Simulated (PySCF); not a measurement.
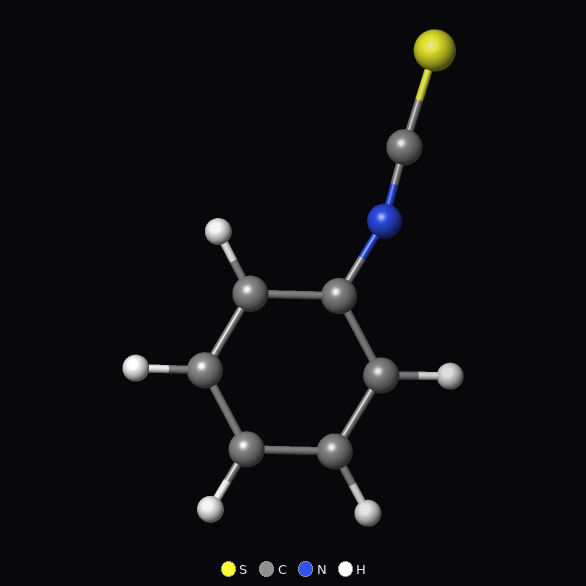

The geometry was computed by an optimisation with PBE0-D3(BJ)/def2-SVP. No frequency run is at hand to confirm it as a minimum.

Draw it as a skeletal formula.

SMILES: S=C=Nc1ccccc1

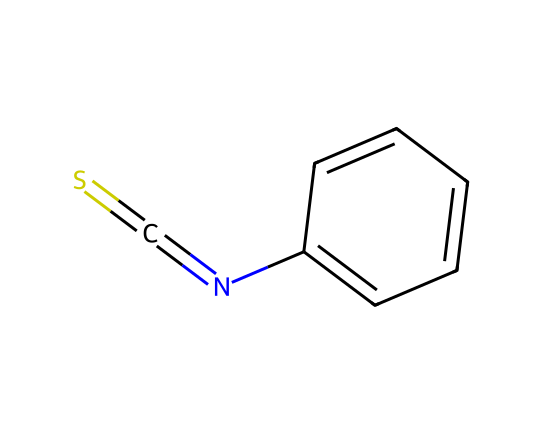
